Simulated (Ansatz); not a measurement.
# BCl₂H₅Si (built from SMILES ClBCl.[SiH4]): search for a transition state, part 2 of 2

Ansatz 0.2.0, Gaussian basis; PBE0-D4. Earlier steps stand in the parts before.

### Step 6. Vibrations at the point found

Contents of vib/in.yaml:

```yaml
crystal:
  periodic: [false, false, false]
  atoms:
    - {symbol: B, position_ang: [-0.606975, 0.275223, -0.712970]}
    - {symbol: H, position_ang: [-0.072173, 0.044592, -1.879734]}
    - {symbol: Cl, position_ang: [-2.048766, -0.803604, -0.660783]}
    - {symbol: Cl, position_ang: [-0.768511, 2.068189, -0.641535]}
    - {symbol: H, position_ang: [0.496602, -0.213981, -1.071410]}
    - {symbol: Si, position_ang: [0.593256, -0.270814, 0.939890]}
    - {symbol: H, position_ang: [1.864209, 0.494445, 1.008578]}
    - {symbol: H, position_ang: [0.873119, -1.728267, 0.994155]}
    - {symbol: H, position_ang: [-0.330762, 0.134217, 2.023809]}
basis:
  gaussian: {orbitals: def2-TZVP}
hamiltonian: {xc: pbe0, dispersion: d4}
phonons: {temperatures: {t_min: 298.15, t_max: 900, t_step: 200}}
```

Run with:

```bash
> ansatz run in.yaml --threads 4 --pin off --events-out ev --progress --plain --max-ram 9574MiB
```

What it wrote (excerpt; [...] marks lines left out):

```text
Functional definition: PBE0
  name "PBE0"
  cite "Adamo & Barone, J. Chem. Phys. 110, 6158 (1999) doi:10.1063/1.478522"
  cite "Perdew, Burke & Ernzerhof, Phys. Rev. Lett. 77, 3865 (1996) doi:10.1103/PhysRevLett.77.3865"
  parent pbe
[...]
1193 factors; their error is unknown
[...]
mean field -33669.53471949 eV, -1237.3325789111 hartree, gradient 8.9e-6 eV, S^2 0.000000; 0 other end points of the search recorded, 0 dependent functions left out
[...]
reference -33669.53475231 eV, -1237.3325801170 hartree; 29, 29 occupied and 143, 143 virtual orbitals, 1193 factors
[... from here to the last solve, the lines of the solves are left out (53 solves) ...]
1193 factors; their error is unknown
mean field -33669.53467808 eV, -1237.3325773893 hartree, gradient 2.2e-6 eV, S^2 0.000000; 0 other end points of the search recorded, 0 dependent functions left out
[...]
WARN: phonons: modes at or below zero, which the zero-point energy, F, S and C_V leave out: 1, the lowest at -829.76 cm⁻¹. A minimum has none, and a first-order saddle one
[...]
Atom 0 at    -0.606975     0.275223    -0.712970 Å, force     0.004037     0.000750    -0.004526 eV/Å
Atom 1 at    -0.072173     0.044592    -1.879734 Å, force    -0.000184     0.000650     0.000503 eV/Å
Atom 2 at    -2.048766    -0.803604    -0.660783 Å, force    -0.000304    -0.000268     0.000628 eV/Å
Atom 3 at    -0.768511     2.068189    -0.641535 Å, force    -0.000166    -0.001906     0.000507 eV/Å
Atom 4 at     0.496602    -0.213981    -1.071410 Å, force    -0.004610     0.000894     0.002836 eV/Å
Atom 5 at     0.593256    -0.270814     0.939890 Å, force     0.002492     0.000681     0.000486 eV/Å
Atom 6 at     1.864209     0.494445     1.008578 Å, force    -0.001052    -0.000651     0.000338 eV/Å
Atom 7 at     0.873119    -1.728267     0.994155 Å, force    -0.000205    -0.000039     0.000130 eV/Å
Atom 8 at    -0.330762     0.134217     2.023809 Å, force    -0.000009    -0.000112    -0.000901 eV/Å
Dipole moment:     0.489227    -0.217913    -0.059389 e Å
Vibrations: -829.76 117.66 156.76 190.54 272.50 513.21 563.28 638.88 699.69 772.11 867.70 873.29 926.13 936.81 1037.38 1094.91 2184.92 2232.08 2243.42 2263.60 2405.10 cm⁻¹, zero-point energy 1.301212 eV
```

Wall time 96 s (4 threads of Arm Neoverse V1, shared host).

Wavenumbers and character of the modes:

```csv
mode,wavenumber (cm⁻¹),character
1,830i,"changes H2–H5, B1–H2, H5–Si6"
2,118,bend
3,157,torsion
4,191,bend
5,272,torsion with bend
6,513,bend with torsion
7,563,bend
8,639,bend with torsion
9,700,B–Cl and Si–B stretch
10,772,bend with torsion
11,868,bend
12,873,B–Cl stretch
13,926,torsion with bend
14,937,bend with torsion
15,1037,torsion with bend
16,1095,bend
17,2185,B–H stretch
18,2232,Si–H stretch
19,2243,Si–H stretch
20,2264,Si–H stretch
21,2405,B–H stretch
```

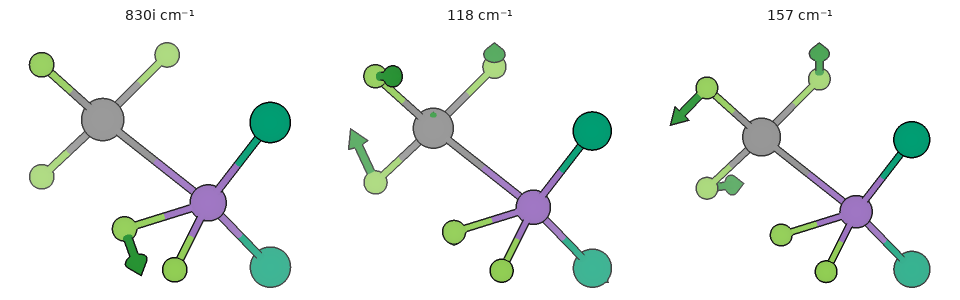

How the atoms move in 3 of the modes.

Vibrational sums (real modes only):

```csv
T (K),entropy (J/mol/K),heat capacity (J/mol/K)
298,51.5,62.2
498,91.6,94.0
698,126.7,114.0
898,157.1,127.6
```

### Step 7. Relaxing after a step of 0.30 Å one way along the mode

Contents of downa/in.yaml:

```yaml
crystal:
  periodic: [false, false, false]
  atoms:
    - {symbol: B, position_ang: [-0.612002, 0.275015, -0.550292]}
    - {symbol: H, position_ang: [-0.023206, 0.025794, -1.845695]}
    - {symbol: Cl, position_ang: [-2.051368, -0.790610, -0.724275]}
    - {symbol: Cl, position_ang: [-0.790822, 2.060369, -0.700163]}
    - {symbol: H, position_ang: [0.454706, -0.187467, -1.367285]}
    - {symbol: Si, position_ang: [0.581211, -0.266412, 0.998909]}
    - {symbol: H, position_ang: [1.870019, 0.482691, 1.041148]}
    - {symbol: H, position_ang: [0.872700, -1.728239, 1.032773]}
    - {symbol: H, position_ang: [-0.301238, 0.128859, 2.114879]}
basis:
  gaussian: {orbitals: def2-TZVP}
hamiltonian: {xc: pbe0, dispersion: d4}
relax: {f_tol: 0.005, max_steps: 200}
```

Run with:

```bash
> ansatz run in.yaml --threads 4 --pin off --events-out ev --progress --plain --max-ram 9574MiB
```

What it wrote (excerpt; [...] marks lines left out):

```text
[... 5 set-up lines as earlier in the session ...]
[...]
1193 factors; their error is unknown
[...]
mean field -33669.51769235 eV, -1237.3319531752 hartree, gradient 6.7e-5 eV, S^2 0.000000; 0 other end points of the search recorded, 0 dependent functions left out
[...]
reference -33669.51772423 eV, -1237.3319543465 hartree; 29, 29 occupied and 143, 143 virtual orbitals, 1193 factors
relax step   1: F+E_penalty+E_count = -33669.72079255 eV  Δ(F+E_penalty+E_count) = +0.000e0 eV  max|allowed force component| = 2.791e0 eV/Å  Δτ_max = 0.0000 Å  (24 SCF iters, accepted)
[...]
Total energy: -33670.49675515 eV, -1237.3679330694 hartree
Atom 0 at    -1.086852     0.498280     0.008294 Å, force    -0.000562     0.000593     0.000254 eV/Å
Atom 1 at     0.742737    -0.712172    -2.318242 Å, force     0.002894     0.004571     0.000552 eV/Å
Atom 2 at    -2.380816    -0.543562    -0.522980 Å, force    -0.000044    -0.000059    -0.000014 eV/Å
Atom 3 at    -1.147699     2.185406    -0.430321 Å, force     0.000367    -0.000206    -0.000350 eV/Å
Atom 4 at     1.115999    -0.067173    -2.266560 Å, force    -0.003070    -0.004740    -0.000556 eV/Å
Atom 5 at     0.416847    -0.213349     1.151945 Å, force     0.000434    -0.000144     0.000080 eV/Å
Atom 6 at     1.675141     0.532201     0.889285 Å, force    -0.000139     0.000095     0.000297 eV/Å
Atom 7 at     0.629760    -1.663702     0.910302 Å, force     0.000292     0.000186    -0.000265 eV/Å
Atom 8 at     0.034884    -0.015929     2.578274 Å, force    -0.000171    -0.000297     0.000002 eV/Å
Dipole moment:     0.074978    -0.036059     0.020503 e Å
```

It took 2 min on 4 threads of Arm Neoverse V1, shared host.

Relaxation path: (not every step is listed) (the energy doesn't fall at every step)

```csv
step,energy from step 1 (eV),largest force component (eV/Å)
1,0.0000,2.7907
2,-0.1850,0.5807
3,-0.2104,0.2928
4,-0.2221,0.2256
5,-0.2753,0.5721
6,-0.3807,1.2930
7,-0.4690,1.4558
8,-0.5320,1.1820
9,-0.6400,1.6147
12,-0.7691,0.0798
15,-0.7717,0.0183
18,-0.7722,0.0260
21,-0.7736,0.0053
24,-0.7720,0.3201
27,-0.7747,0.0855
30,-0.7753,0.0690
33,-0.7756,0.0611
36,-0.7758,0.0414
39,-0.7759,0.0079
40,-0.7758,0.0755
41,-0.7759,0.0166
42,-0.7759,0.0018
43,-0.7759,0.0216
44,-0.7759,0.0193
45,-0.7759,0.0047
```

Close pairs (by a distance rule), those that changed most:

```csv
bond,before (Å),after (Å),change (Å)
B1–H5,1.421,3.217,+1.796
B1–H2,1.445,3.198,+1.753
B1–Cl4,1.801,1.744,-0.056
B1–Cl3,1.799,1.744,-0.055
H2–H5,0.709,0.747,+0.038
Si6–H9,1.477,1.490,+0.013
B1–Si6,2.029,2.019,-0.010
Si6–H7,1.491,1.486,-0.005
```

### Step 8. Relaxing after a step of 0.30 Å the other way along the mode

Contents of downb/in.yaml:

```yaml
crystal:
  periodic: [false, false, false]
  atoms:
    - {symbol: B, position_ang: [-0.601948, 0.275430, -0.875647]}
    - {symbol: H, position_ang: [-0.121140, 0.063391, -1.913774]}
    - {symbol: Cl, position_ang: [-2.046165, -0.816599, -0.597291]}
    - {symbol: Cl, position_ang: [-0.746199, 2.076008, -0.582906]}
    - {symbol: H, position_ang: [0.538498, -0.240495, -0.775536]}
    - {symbol: Si, position_ang: [0.605301, -0.275215, 0.880870]}
    - {symbol: H, position_ang: [1.858399, 0.506199, 0.976009]}
    - {symbol: H, position_ang: [0.873538, -1.728295, 0.955538]}
    - {symbol: H, position_ang: [-0.360285, 0.139576, 1.932738]}
basis:
  gaussian: {orbitals: def2-TZVP}
hamiltonian: {xc: pbe0, dispersion: d4}
relax: {f_tol: 0.005, max_steps: 200}
```

Run with:

```bash
> ansatz run in.yaml --threads 4 --pin off --events-out ev --progress --plain --max-ram 9574MiB
```

What it wrote (excerpt; [...] marks lines left out):

```text
[... 5 set-up lines as earlier in the session ...]
[...]
1193 factors; their error is unknown
[...]
mean field -33669.84783604 eV, -1237.3440857321 hartree, gradient 1.4e-5 eV, S^2 0.000000; 0 other end points of the search recorded, 0 dependent functions left out
[...]
reference -33669.84786943 eV, -1237.3440869591 hartree; 29, 29 occupied and 143, 143 virtual orbitals, 1193 factors
relax step   1: F+E_penalty+E_count = -33670.05063038 eV  Δ(F+E_penalty+E_count) = +0.000e0 eV  max|allowed force component| = 1.559e0 eV/Å  Δτ_max = 0.0000 Å  (26 SCF iters, accepted)
[...]
Total energy: -33670.86508721 eV, -1237.3814690230 hartree
Atom 0 at    -1.299596     0.596814    -1.582018 Å, force     0.000744    -0.000350     0.000481 eV/Å
Atom 1 at    -0.618165     0.294637    -2.505002 Å, force    -0.000773     0.000363     0.000342 eV/Å
Atom 2 at    -2.434889    -0.547541    -0.939965 Å, force     0.000186     0.000761    -0.000475 eV/Å
Atom 3 at    -1.169519     2.187930    -0.901697 Å, force     0.000024    -0.000615    -0.000372 eV/Å
Atom 4 at     1.004596    -0.482825    -0.292207 Å, force    -0.000324    -0.000144     0.000286 eV/Å
Atom 5 at     1.103885    -0.506010     1.191150 Å, force    -0.000439     0.000209    -0.000537 eV/Å
Atom 6 at     2.252806     0.333064     1.614207 Å, force     0.000185     0.000366     0.000074 eV/Å
Atom 7 at     1.312296    -1.904764     1.641949 Å, force     0.000511    -0.000318     0.000332 eV/Å
Atom 8 at    -0.151415     0.028695     1.773584 Å, force    -0.000114    -0.000274    -0.000130 eV/Å
Dipole moment:     0.068896    -0.031060    -0.041591 e Å
```

Wall time 55 s (4 threads of Arm Neoverse V1, shared host).

The steps of the relaxation: (the energy doesn't fall at every step)

```csv
step,energy from step 1 (eV),largest force component (eV/Å)
1,0.0000,1.5593
2,-0.3149,0.8707
3,-0.4590,0.6112
4,-0.5196,0.5899
5,-0.5734,0.5017
6,-0.6158,0.3416
7,-0.6212,0.5905
8,-0.7146,0.3480
9,-0.7292,0.7594
10,-0.6518,1.5112
11,-0.7785,0.1507
12,-0.8017,0.0853
13,-0.8095,0.0612
14,-0.8123,0.0613
15,-0.8132,0.0659
16,-0.8137,0.1074
17,-0.8142,0.0273
18,-0.8144,0.0022
19,-0.8144,0.0064
20,-0.8144,0.0084
21,-0.8144,0.0008
```

Close pairs (by a distance rule), those that changed most:

```csv
bond,before (Å),after (Å),change (Å)
B1–Si6,2.201,3.832,+1.631
B1–H5,1.256,2.853,+1.597
H5–Si6,1.658,1.487,-0.171
B1–Cl3,1.832,1.735,-0.097
B1–Cl4,1.830,1.735,-0.095
B1–H2,1.164,1.186,+0.023
Si6–H8,1.480,1.484,+0.005
Si6–H7,1.480,1.484,+0.004
```

### Step 9. What the saddle joins

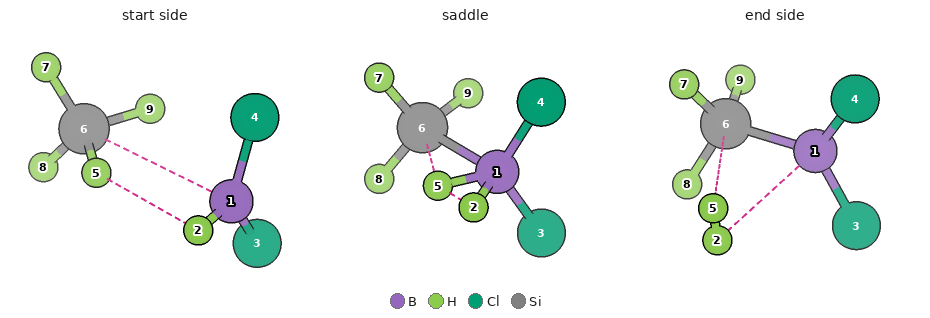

The minimum on the start side, the saddle and the minimum on the end side; broken lines mark the pairs that change.

```csv
pair,start side (Å),saddle (Å),end side (Å)
B1–Si6,3.832,2.114,2.019
H2–H5,2.852,1.022,0.747
B1–H2,1.186,1.304,3.198
H5–Si6,1.487,2.014,3.492
```

### Step 10. What came out

This closing draws on all 2 parts.

```
                       quantity                                                     value
                 imaginary mode                                                 830i cm⁻¹
    barrier from the start side                                              108.7 kJ/mol
      barrier from the end side                                               73.2 kJ/mol
             energy of the step                                              +35.5 kJ/mol
              pairs that change  B1–Si6 formed, H2–H5 formed, B1–H2 broken, H5–Si6 broken
zero-point energy at the saddle                                                  1.301 eV
```

What this shows: The point has a single imaginary mode (830i cm⁻¹), as a transition state must. It joins the planned start and end. At PBE0-D4/def2-TZVP the electronic barrier is 108.7 kJ/mol, about 44 kT at 298 K, and the step runs 35.5 kJ/mol uphill. A step off the saddle overshot and began above it in energy, so the link to its end is likely but not proven. Lower complexes than these ends may exist.
